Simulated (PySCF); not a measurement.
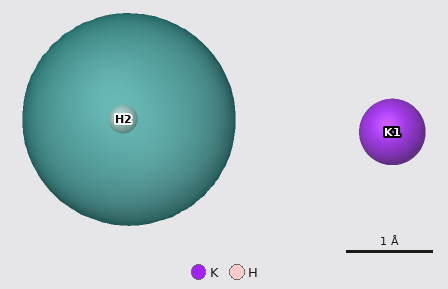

The picture shows: KH (charge +1, doublet). Isosurfaces of the spin density (α minus β) at +0.02 (teal) and −0.02 e/Å³ (pink), seen from one side.

Level of theory: PySCF, PBE0/def2-SVPD, non-relativistic Hamiltonian with scalar-relativistic core potentials where named, at a bond length of 3.225 Å.

Question: Where is the unpaired spin?

Answer: The unpaired spin (1 electron) lies mostly on H2 (about 0.9) and K1 (about 0.1), in electrons by Hirshfeld's partition. Only one sign reaches the isovalue.
